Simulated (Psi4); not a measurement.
# UHF/STO-3G run of CH5Si (SMILES C[SiH2])

What is the vertical doublet–quartet gap of CH5Si at UHF/STO-3G? 

The calculation is run with Psi4 1.11.

1 further run of the same task is left out (set aside as unsound or not needed).

**1. The structure to begin with**

CH5Si: 7 atoms, total charge 0, spin state doublet. As SMILES, `C[SiH2]`. Geometry: relaxed at PBE0-D4/def2-TZVP.

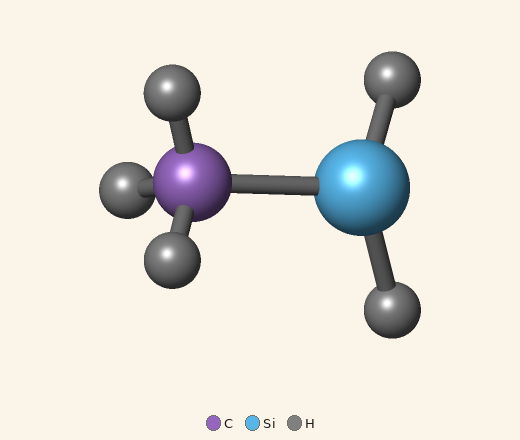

Viewed from a chosen angle; carbon purple, silicon blue, hydrogen grey.

**2. Energy and gradient at UHF/STO-3G**

File input.json:

```json
{
 "schema_name": "qcschema_input",
 "schema_version": 1,
 "molecule": {
  "schema_name": "qcschema_molecule",
  "schema_version": 2,
  "symbols": ["C", "Si", "H", "H", "H", "H", "H"],
  "geometry": [-0.23168042, -1.51782802, 0.17990193, 0.33296974, 1.95548859, 0.593374, -0.38701591, -1.99347209, -1.82660927, 1.32129651, -2.61405815, 0.98171272, -1.97873223, -2.09324963, 1.11399355, -1.79807441, 3.48919032, -0.42651119, 2.74123672, 2.77411795, -0.61605072],
  "molecular_charge": 0,
  "molecular_multiplicity": 2,
  "fix_symmetry": "c1"
 },
 "driver": "gradient",
 "model": {
  "method": "hf",
  "basis": "STO-3G"
 },
 "keywords": {
  "reference": "uhf",
  "puream": true,
  "e_convergence": 1e-09,
  "d_convergence": 1e-08,
  "scf_type": "pk",
  "maxiter": 100,
  "scf_properties": ["QUADRUPOLE", "DIPOLE", "MULLIKEN_CHARGES"]
 }
}
```

The run is started by

```sh
$ psi4 --qcschema input.json -n 1 --memory 2200MB
```

stdout:

```text
[...]
  Running in c1 symmetry.
[...]
  Nuclear repulsion =   55.683077169544077
[...]
  Multiplicity = 2
[...]
  Nalpha       = 13
  Nbeta        = 12
[...]
    Number of basis functions: 19
[...]
   @UHF iter   1:  -325.86208799834520   -2.14818e+00   3.28810e-03 ADIIS/DIIS
[...]
   @UHF iter  13:  -325.86655195203559    5.68434e-14   2.60288e-09 DIIS
[...]
   @S^2 Observed:                7.519909340E-01
[...]
    Orbital Energies [Eh]
    ---------------------
    Alpha Occupied:
       1A    -67.916013     2A    -10.983253     3A     -5.914674
       4A     -3.952131     5A     -3.933748     6A     -3.933693
       7A     -0.890667     8A     -0.643989     9A     -0.513929
      10A     -0.512712    11A     -0.398769    12A     -0.386858
      13A     -0.231945
    Alpha Virtual:
      14A      0.515079    15A      0.544095    16A      0.560618
      17A      0.732256    18A      0.746900    19A      0.761340
    Beta Occupied:
[...]
  @UHF Final Energy:  -325.86655195203559
   => Energetics <=
    Nuclear Repulsion Energy =             55.6830771695440774
    One-Electron Energy =                -563.0917338775693679
    Two-Electron Energy =                 181.5421047559897545
    Total Energy =                       -325.8665519520355929
  UHF NO Occupations:
  HONO-2 :   11  A 1.9996784
  HONO-1 :   12  A 1.9996543
[...]
 Multipole Moments:
 ------------------------------------------------------------------------------------
     Multipole            Electronic (a.u.)      Nuclear  (a.u.)        Total (a.u.)
 ------------------------------------------------------------------------------------
 L = 1.  Multiply by 2.5417464519 to convert [e a0] to [Debye]
 Dipole X            :          0.4169072           -0.4025338            0.0143733
 Dipole Y            :          2.2127561           -2.1903070            0.0224491
 Dipole Z            :          1.6294735           -1.3721925            0.2572810
 Magnitude           :                                                    0.2586582
 L = 2.  Multiply by 1.3450342976 to convert [e a0^2] to [Debye ang]
 Quadrupole XX       :        -33.1755407           18.0371296          -15.1384111
 Quadrupole XY       :        -11.8154064           11.7897684           -0.0256380
[...]
  Mulliken Charges: (a.u.)
   Center  Symbol    Alpha    Beta     Spin     Total
       1     C     3.16949  3.18900 -0.01951 -0.35850
       2    SI     7.22491  6.21815  1.00676  0.55693
       3     H     0.48725  0.46531  0.02194  0.04745
       4     H     0.47705  0.47586  0.00119  0.04709
       5     H     0.47702  0.47586  0.00116  0.04711
       6     H     0.58213  0.58791 -0.00578 -0.17005
       7     H     0.58214  0.58790 -0.00577 -0.17004
   Total alpha = 13.00000, Total beta = 12.00000, Total charge =  0.00000
[...]
  -Total Gradient:
     Atom            X                  Y                   Z
    ------   -----------------  -----------------  -----------------
       1       -0.000060707134    -0.001888824520     0.007395813099
       2       -0.003909385991    -0.027870724655     0.010224269407
       3       -0.000084782394     0.001834693564    -0.009652095751
       4        0.007006744282    -0.002976941232     0.003697724030
       5       -0.007221623874    -0.000705475212     0.004251962533
       6       -0.024677675809     0.020033321636    -0.006848086477
       7        0.028947430921     0.011573950423    -0.009069586842
[...]
```

The result, in JSON:

```text
{
 "driver": "gradient",
 "model": {
  "method": "hf",
  "basis": "STO-3G"
 },
 "success": true,
 "return_result": [-6.0707134360672016e-05, -0.001888824520211413, 0.00739581309877296, -0.003909385990687464, -0.027870724655199883, 0.010224269407221598, -8.478239419909203e-05, 0.0018346935635312894, -0.009652095750924294, 0.007006744281687849, -0.002976941232443686, 0.0036977240300432312, -0.007221623873622407, -0.0007054752124187741, 0.004251962533471959, -0.024677675809356037, 0.02003332163566554, -0.006848086476953938, 0.028947430920543804, 0.011573950422982787, -0.009069586841626273],
 "properties": {
  "calcinfo_nbasis": 19,
  "calcinfo_nmo": 19,
  "calcinfo_nalpha": 13,
  "calcinfo_nbeta": 12,
  "calcinfo_natom": 7,
  "nuclear_repulsion_energy": 55.68307716954408,
  "return_energy": -325.8665519520356,
  "return_gradient": [-6.0707134360672016e-05, -0.001888824520211413, 0.00739581309877296, -0.003909385990687464, -0.027870724655199883, 0.010224269407221598, -8.478239419909203e-05, 0.0018346935635312894, -0.009652095750924294, 0.007006744281687849, -0.002976941232443686, 0.0036977240300432312, -0.007221623873622407, -0.0007054752124187741, 0.004251962533471959, -0.024677675809356037, 0.02003332163566554, -0.006848086476953938, 0.028947430920543804, 0.011573950422982787, -0.009069586841626273],
  "scf_one_electron_energy": -563.0917338775694,
  "scf_two_electron_energy": 181.54210475598975,
  "scf_dipole_moment": [0.014373334384899183, 0.02244910618014151, 0.2572809705112342],
  "scf_total_energy": -325.8665519520356,
  "scf_total_gradient": [-6.0707134360672016e-05, -0.001888824520211413, 0.00739581309877296, -0.003909385990687464, -0.027870724655199883, 0.010224269407221598, -8.478239419909203e-05, 0.0018346935635312894, -0.009652095750924294, 0.007006744281687849, -0.002976941232443686, 0.0036977240300432312, -0.007221623873622407, -0.0007054752124187741, 0.004251962533471959, -0.024677675809356037, 0.02003332163566554, -0.006848086476953938, 0.028947430920543804, 0.011573950422982787, -0.009069586841626273],
  "scf_iterations": 13
 }
}
```

Run time: 0.88 s. Hardware: 1 thread of AMD EPYC 9R45 (Zen 5), shared host; peak memory 0.18 GiB.

**3. The quartet, same level**

File ch5si.inp:

```
memory 2200 mb

molecule molecule1 {
  0 4
  C     -0.122600    -0.803200     0.095200
  Si     0.176200     1.034800     0.314000
  H     -0.204800    -1.054900    -0.966600
  H      0.699200    -1.383300     0.519500
  H     -1.047100    -1.107700     0.589500
  H     -0.951500     1.846400    -0.225700
  H      1.450600     1.468000    -0.326000
  symmetry c1
  no_reorient
  no_com
}

set {
  basis         STO-3G
  reference     uhf
  puream        true
  e_convergence 1e-09
  d_convergence 1e-08
  scf_type      pk
  maxiter       100
}

result, w = gradient("hf", return_wfn=True)
oeprop(w, "MAYER_INDICES", "DIPOLE", "QUADRUPOLE", title="HF")
```

The run is started by

```sh
$ psi4 -i ch5si.inp -o ch5si.out -n 1
```

ch5si.out, shortened:

```text
[...]
  Running in c1 symmetry.
[...]
  Nuclear repulsion =   55.683077117445883
[...]
  Multiplicity = 4
[...]
  Nalpha       = 14
  Nbeta        = 11
[...]
    Number of basis functions: 19
[...]
   @UHF iter   1:  -325.32240070841726   -1.60849e+00   1.00258e-02 ADIIS/DIIS
[...]
   @UHF iter  18:  -325.41768396801911   -2.27374e-13   3.30631e-09 DIIS
[...]
   @S^2 Observed:                3.759323457E+00
[...]
  @UHF Final Energy:  -325.41768396801911
   => Energetics <=
    Nuclear Repulsion Energy =             55.6830771174458832
    One-Electron Energy =                -563.3145780226254828
    Two-Electron Energy =                 182.2138169371604874
    Total Energy =                       -325.4176839680191051
  UHF NO Occupations:
  HONO-2 :   12  A 1.0000000
  HONO-1 :   13  A 1.0000000
[...]
  -Total Gradient:
     Atom            X                  Y                   Z
    ------   -----------------  -----------------  -----------------
       1        0.065807615703     0.409053829420     0.033313058642
       2       -0.053538416682    -0.345232929347     0.020143087287
       3       -0.003319377291    -0.020059215192    -0.004181191468
       4       -0.005705535002    -0.015184699112    -0.003166540616
       5        0.000537198577    -0.016156330827    -0.003428207057
       6       -0.017467033636    -0.003733903351    -0.020694702556
       7        0.013685548331    -0.008686751589    -0.021985504232
[...]
 Multipole Moments:
 ------------------------------------------------------------------------------------
     Multipole            Electronic (a.u.)      Nuclear  (a.u.)        Total (a.u.)
 ------------------------------------------------------------------------------------
 L = 1.  Multiply by 2.5417464519 to convert [e a0] to [Debye]
 Dipole X            :         -3.2531939            3.1702045           -0.0829893
 Dipole Y            :        -18.4463550           17.8324006           -0.6139544
 Dipole Z            :         -8.2819157            8.6131827            0.3312670
 Magnitude           :                                                    0.7025419
 L = 2.  Multiply by 1.3450342976 to convert [e a0^2] to [Debye ang]
 Quadrupole XX       :        -33.6147899           18.4326561          -15.1821338
 Quadrupole XY       :        -14.0217442           14.0157959           -0.0059483
[...]
```

Wall time 0.9 s (1 thread of AMD EPYC 9R45 (Zen 5), shared host); peak memory 0.18 GiB.

**4. Summary of results**

Level: UHF/STO-3G.

| quantity | value |
| --- | --- |
| doublet: total energy | -325.86655 Eh |
| doublet: dipole moment | 0.66 D |
| doublet: HOMO energy (highest over α and β) | -6.31 eV |
| doublet: LUMO energy (lowest over α and β) | 6.68 eV |
| doublet: ⟨S²⟩ | 0.752 |
| doublet: largest force on an atom | 1.672 eV/Å |
| quartet: total energy | -325.41768 Eh |
| quartet: dipole moment | 1.79 D |
| quartet: ⟨S²⟩ | 3.759 |
| quartet: largest force on an atom | 21.374 eV/Å |
| vertical energy of the quartet above the doublet | 12.214 eV |

What this shows: At this shape the quartet lies 12.21 eV (1179 kJ/mol) above the doublet. The largest force (doublet) is 1.67 eV/Å: the shape isn't a stationary point for this species at this level. In a minimal basis such a difference can be off by several eV, whatever the method. Mulliken charges (doublet) run from -0.36 on C1 to +0.56 on Si2.
